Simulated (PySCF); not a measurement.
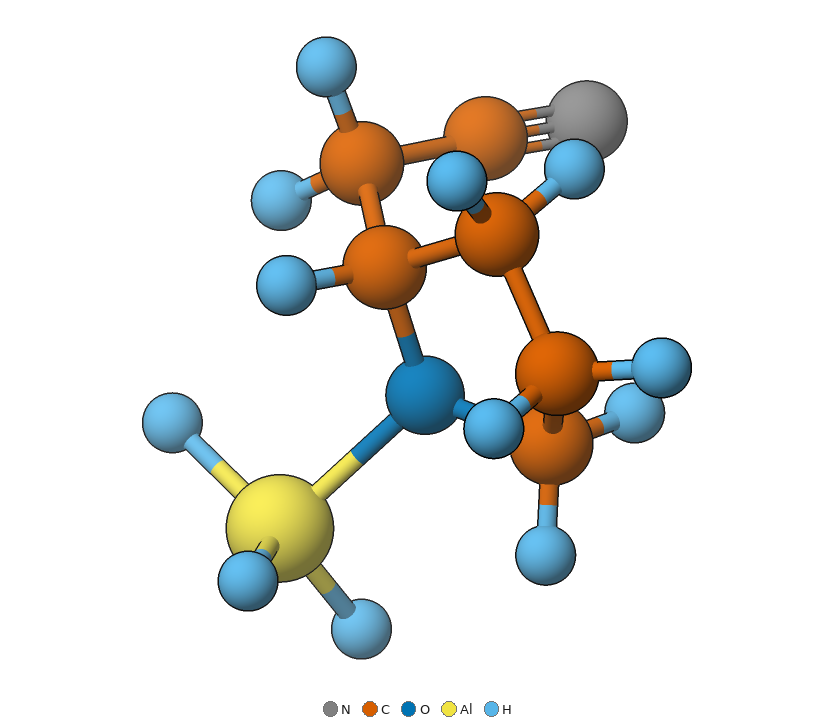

The computed structure is the end point of a PBE0-D3(BJ)/def2-SVP optimisation. No frequency run is at hand to confirm it as a minimum.

Draw it as a skeletal formula.

SMILES: N#CC[C@@H]1CCC[O+]1[AlH3-]

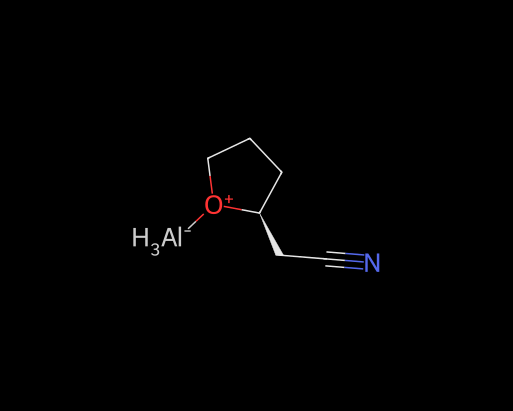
